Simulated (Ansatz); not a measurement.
**BHO2 (oxoborinic acid): CCSD(T)/def2-TZVPP**

Aim: the energy change on altering one bond length of BHO2 (oxoborinic acid) at CCSD(T)/def2-TZVPP, from 2 runs. 

The results are computed with Ansatz 0.2.0.

51 further runs of the same task are left out: 51 set aside as unsound or not needed.

### 1 The molecule

BHO2 has 4 atoms, charge 0, and is taken as a singlet. SMILES: `O=BO`. Geometry: relaxed at PBE0-D4/def2-TZVP.

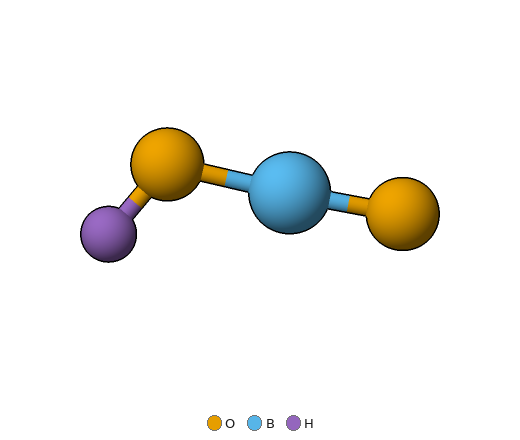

Viewed from a chosen angle; oxygen amber, boron blue, hydrogen purple.

### 2 The energy at CCSD(T)/def2-TZVPP

molecule.yaml

```yaml
crystal:
  periodic: [false, false, false]
  atoms:
    - {symbol: O, position_ang: [-1.555100, 0.523500, 0.428500]}
    - {symbol: B, position_ang: [-0.423900, 0.132000, 0.248600]}
    - {symbol: O, position_ang: [0.816700, -0.302000, 0.108600]}
    - {symbol: H, position_ang: [1.162300, -0.353500, -0.785700]}
basis:
  gaussian: {orbitals: def2-TZVPP}
correlation: {method: ccsd_t, frozen_orbitals: {B: 1, H: 0, O: 1}}
accuracy: high
scf: {omitted_lower_state_checks: [cluster_reference, increment]}
```

Launch:

```bash
ansatz run molecule.yaml --threads 1 --pin off --max-ram 3480MiB --events-out events.jsonl --progress --plain --runs-dir runs
```

Output, cut to the lines that bear on the results:

```text
Warning: RAYON_NUM_THREADS=1 ignored (pool sized by the plan → 1); use --threads N
Functional definition: HF
  name "HF"
[...]
1677 factors; integrals over basis functions are off by at most 4.5e-9 eV
[...]
mean field -4766.37170328 eV, -175.1609293329 hartree, gradient 1.4e-8 eV, S^2 0.000000; 0 other end points of the search recorded, 0 dependent functions left out
3 core orbitals not correlated: weight in the atoms' cores, before any rotation towards them, 1.000 or more for the frozen orbitals, at most 0.000 for the correlated occupied ones
reference -4766.37170328 eV, -175.1609293329 hartree; 8, 8 occupied and 96, 96 virtual orbitals, 1677 factors
second order -15.17731648 eV of doubles, -0.00000000 eV of singles
cycle   1  -14.74044170 eV  change    4.4e-1 eV  update   9.6e-2
[...]
cycle  21  -15.18925753 eV  change   9.1e-10 eV  update  8.5e-10
perturbative correction -0.60589526 eV, -0.0222662400 hartree
Total energy: -4782.16685607 eV, -175.7413904915 hartree
Checks for a lower state left out: cluster_reference, increment
```

Run time: 20 s. Hardware: 1 thread of Arm Neoverse V1, shared host; peak memory 0.8 GiB.

### 3 The distorted shape at the same level

input.yaml

```yaml
crystal:
  periodic: [false, false, false]
  atoms:
    - {symbol: O, position_ang: [-1.831563, 0.564697, 1.143896]}
    - {symbol: B, position_ang: [-0.700363, 0.173197, 0.963996]}
    - {symbol: O, position_ang: [0.540237, -0.260803, 0.823996]}
    - {symbol: H, position_ang: [1.162300, -0.353500, -0.785700]}
basis:
  gaussian:
    orbitals: def2-TZVPP
correlation:
  method: ccsd_t
  frozen_orbitals: {B: 1, H: 0, O: 1}
accuracy: high
scf:
  omitted_lower_state_checks: [cluster_reference, increment]
```

Launch:

```bash
ansatz run input.yaml --threads 1 --pin off --max-ram 3480MiB --events-out events.jsonl --progress --plain --runs-dir runs
```

Output, cut to the lines that bear on the results:

```text
Warning: RAYON_NUM_THREADS=1 ignored (pool sized by the plan → 1); use --threads N
Functional definition: HF
  name "HF"
[...]
1666 factors; integrals over basis functions are off by at most 4.2e-9 eV
[...]
mean field -4761.56527788 eV, -174.9842964574 hartree, gradient 2.6e-8 eV, S^2 0.000000; 0 other end points of the search recorded, 0 dependent functions left out; unrestricted orbitals would lower it
3 core orbitals not correlated: weight in the atoms' cores, before any rotation towards them, 1.000 or more for the frozen orbitals, at most 0.000 for the correlated occupied ones
reference -4761.56527788 eV, -174.9842964574 hartree; 8, 8 occupied and 96, 96 virtual orbitals, 1666 factors
second order -15.95569620 eV of doubles, -0.00000000 eV of singles
cycle   1  -15.23645963 eV  change    7.2e-1 eV  update   1.3e-1
[...]
cycle  29  -15.95594685 eV  change  -3.8e-10 eV  update   1.2e-9
perturbative correction -0.78580187 eV, -0.0288776860 hartree
Total energy: -4778.30702660 eV, -175.5995443748 hartree
Checks for a lower state left out: cluster_reference, increment
```

It took 22 s on 1 thread of Arm Neoverse V1, shared host; peak memory 0.8 GiB.

### 4 Summary of results

At CCSD(T)/def2-TZVPP, 3 core orbitals frozen:

```
                                                         quantity          value
                                        first shape: total energy  -175.74139 Eh
         first shape: correlation energy (3 core orbitals frozen)     -580.5 mEh
                                      first shape: (T) correction     -22.27 mEh
                                       first shape: T1 diagnostic          0.016
                                    distorted shape: total energy  -175.59954 Eh
     distorted shape: correlation energy (3 core orbitals frozen)     -615.2 mEh
                                  distorted shape: (T) correction     -28.88 mEh
                                   distorted shape: T1 diagnostic          0.026
energy change with the O3–H4 bond stretched from 0.960 to 1.728 Å       3.860 eV
```

**Reading.** With the O3–H4 bond stretched from 0.960 to 1.728 Å the energy rises by 3.86 eV (89 kcal/mol). The first shape isn't relaxed at this level, so the change isn't measured from a minimum. The triples (first shape) make up 3.8 % of the correlation energy. The T1 diagnostic (distorted shape) of 0.026 is above the customary mark for such species, so a single reference may not serve. The restricted solution (distorted shape) is unstable to spin breaking: an unrestricted one lies lower. The triples (distorted shape) make up 4.7 % of the correlation energy.
